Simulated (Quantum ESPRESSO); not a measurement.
# Work function of Al(100) against the slab's thickness (PBEsol, Quantum ESPRESSO)

How thick must a slab of Al(100) be for a steady work function?

All values are computed: Quantum ESPRESSO 7.5, PBEsol, plane waves, scalar-relativistic unless marked; slabs or sheets with vacuum, the vacuum level from the planar mean of the electrostatic potential. 1×1 cells on a fixed bulk lattice, outer layers relaxed.

| layers | thickness (Å) | work function (eV) |
| --- | --- | --- |
| 4 | 6.1 | 4.30 |
| 5 | 8.2 | 4.35 |
| 6 | 10.1 | 4.32 |
| 7 | 12.2 | 4.31 |
| 8 | ? | ? |
| 10 | 18.4 | 4.36 |

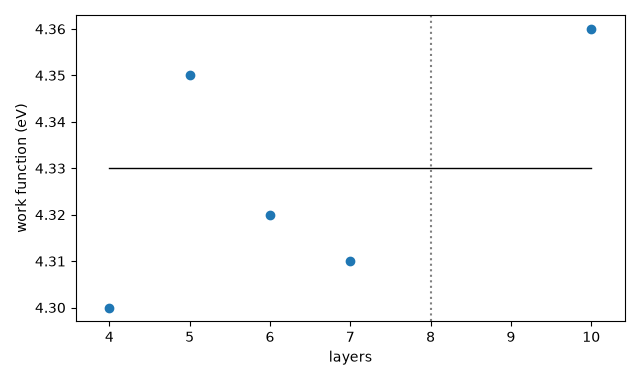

The shown rows (points), the fit (line) and the place of the withheld row (dotted).

**Fit.** The shown values lie within 0.03 eV of their mean, 4.33 eV, with no steady drift. The mean serves as the estimate. Confinement across the slab splits the bands into subbands, and the work function moves a little each time one crosses the Fermi level.

**The withheld row.** The prediction is the mean = 4.33 eV. The run gave thickness 14.2 Å, work function 4.32 eV. The miss in work function is -0.01 eV, within the scatter of the fitted rows.

The k-mesh adds scatter of its own.
